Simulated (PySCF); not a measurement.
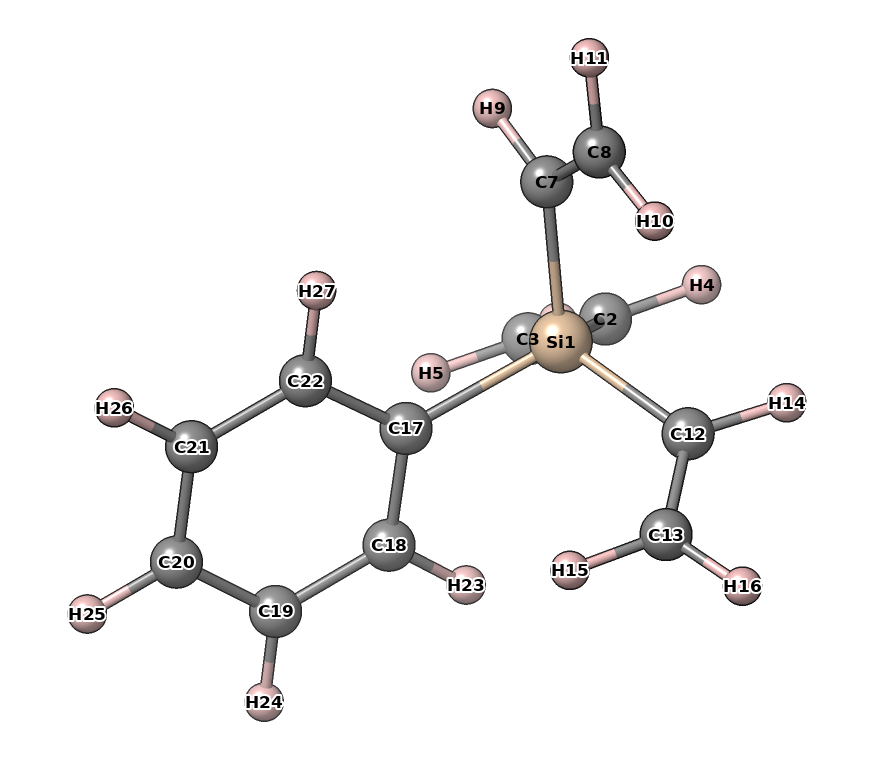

C2 lies behind Si1. The molecule seen a little off the Si1–C2 bond, Si1 in front. Depth is shown by fading: the farther an atom, the more it takes the colour of the background. The geometry was computed by an optimisation with PBE0-D3(BJ)/def2-SVP. No frequency run is at hand to confirm it as a minimum.

Question: What is the torsion angle C7–Si1–C2–C3? The sign is positive where the front bond must turn clockwise to cover the back bond.

Answer: −108°, anticlinal.
